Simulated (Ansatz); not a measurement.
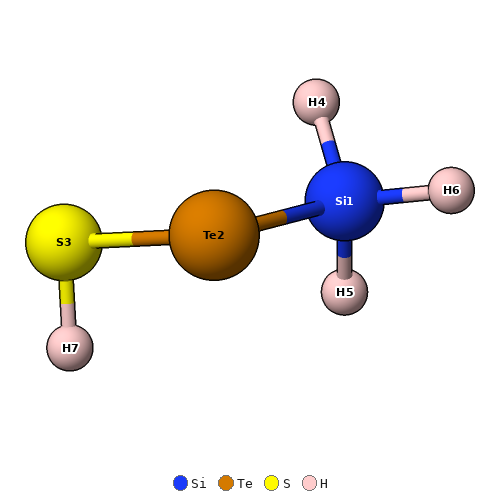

The system is H₄SSiTe (SMILES [SiH3][Te]S) with the probe Li+; the picture shows it without the atoms that are moved over the map. The probe is moved over the plane through the molecule's long axis and the normal of its main plane. The first coordinate is: x of the probe's Li atom; the second: z of the probe's Li atom. Nothing is relaxed (molecule and probe rigid). Grid: 13 × 11 points. At 25 points there is no value (left out of the scan, as a rule where atoms come close). Energies are in kJ/mol, from molecule and probe far apart, each relaxed in its own basis (no counterpoise correction). Energies and slopes of some neighbouring points disagree (a jump in structure or state, or too coarse a mesh). The calculation used RKS B3LYP-D4/def2-SVP in Ansatz 0.2.0.

Range: x of the probe's Li atom from −5.70 to 5.70 Å; z of the probe's Li atom from −4.75 to 4.75 Å.

> What landscape does the calculation give?

The lowest grid point is at x of the probe's Li atom = −3.80 Å, z of the probe's Li atom = −0.95 Å [nearest 1 S at 2.32 Å], −129 kJ/mol from molecule and probe far apart, each relaxed in its own basis (no counterpoise correction). The highest grid point, x of the probe's Li atom = −0.95 Å, z of the probe's Li atom = 1.90 Å [nearest 1 H at 1.29 Å], lies 152 kJ/mol above the lowest.

| z of the probe's Li atom ↓, x of the probe's Li atom → | −5.70 | −4.75 | −3.80 | −2.85 | −1.90 | −0.95 | 0.00 | 0.95 | 1.90 | 2.85 | 3.80 | 4.75 | 5.70 |
| --- | --- | --- | --- | --- | --- | --- | --- | --- | --- | --- | --- | --- | --- |
| 4.75 | 0 | −1 | −2 | −4 | −8 | −13 | −17 | −18 | −14 | −9 | −5 | −1 | 1 |
| 3.80 | −4 | −7 | −13 | −19 | −28 | −40 | −50 | −51 | −41 | −27 | −16 | −7 | −2 |
| 2.85 | −11 | −23 | −39 | −34 | −33 | −59 | −80 | −79 | −63 | −55 | −37 | −20 | −8 |
| 1.90 | −24 | −50 | −66 | −2 | – | 22 | −35 | −32 | 12 | −39 | −51 | −42 | −18 |
| 0.95 | −38 | −81 | −100 | – | – | – | – | – | – | – | – | −52 | −30 |
| 0.00 | −47 | −99 | −109 | – | – | – | – | – | – | – | – | −52 | −36 |
| −0.95 | −45 | −95 | −129 | – | – | – | – | – | – | – | – | −53 | −31 |
| −1.90 | −35 | −69 | −105 | −114 | −83 | −78 | −52 | −41 | 5 | −41 | −53 | −44 | −20 |
| −2.85 | −24 | −42 | −65 | −86 | −90 | −97 | −103 | −92 | −70 | −59 | −40 | −22 | −10 |
| −3.80 | −16 | −24 | −35 | −46 | −57 | −67 | −71 | −64 | −49 | −33 | −20 | −10 | −4 |
| −4.75 | −11 | −15 | −19 | −24 | −29 | −33 | −34 | −30 | −23 | −15 | −9 | −5 | −2 |

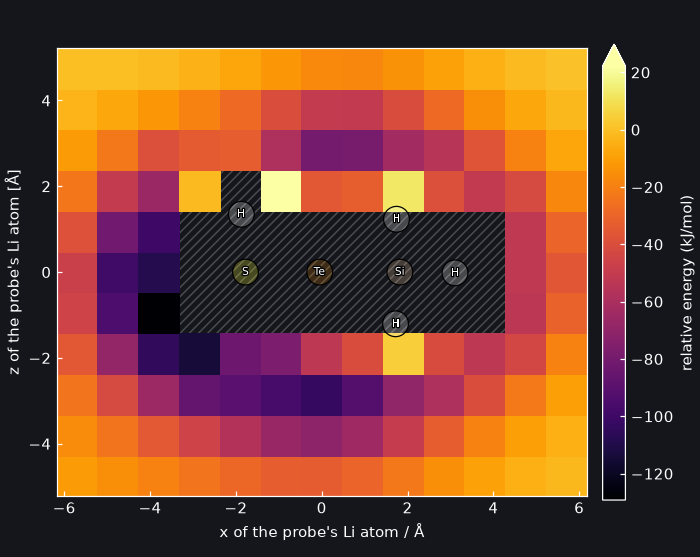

The picture shows one coloured cell a grid point, labelled circles for the molecule's atoms, projected on the plane, one colour for all values above the top of the scale, hatched blanks where no value was computed.

Each point was launched as `ansatz run input.yaml --threads 1 --pin off --max-ram 2560MiB --backend cpu --events-out ev --progress --plain --runs-dir out`. The whole map (118 points run) took 11 min on 1 thread of Arm Neoverse V1, with other jobs on the host.
